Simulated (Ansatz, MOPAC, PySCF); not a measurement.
CH4 (SMILES C) and COS (SMILES O=C=S) are pulled apart as rigid monomers along the line of their centres of mass, from the B3LYP-D3(BJ)/def2-TZVP minimum. Starting geometry (charge 0, multiplicity 1):
```xyz
8

C     -0.0497     0.0269     0.1932
H      0.1477    -1.0024     0.4896
H     -0.9991     0.3523     0.6157
H      0.7513     0.6674     0.5596
H     -0.0960     0.0891    -0.8931
O     -1.4001     0.3664     3.5527
C     -0.3246    -0.0204     3.7221
S      1.1290    -0.5432     3.9516
```

Interaction energies with rigid monomers; basis-set methods are counterpoise corrected unless marked otherwise.

Cores are frozen in the correlated methods. Rows in 6-31G* carry no dispersion term and start afresh at each structure (6-31G* with six Cartesian d functions). The state that AM1 reach isn't checked.

Programs: Ansatz (a program for electronic structure); MOPAC for AM1 (differences of heats of formation); PySCF for 6-31G* rows, the dispersion terms. Values without a source in brackets are computed.

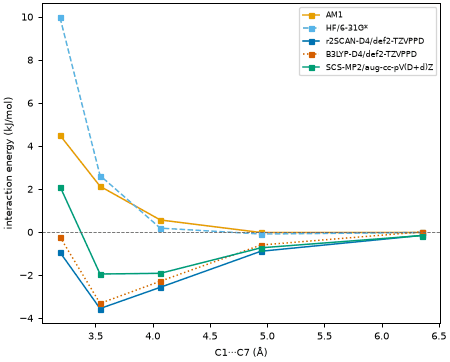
Figure. Interaction energy against separation

Question: Which level binds most strongly at C1···C7 = 3.54, and by how much?

Answer: r2SCAN-D4/def2-TZVPPD, -4 kJ/mol.
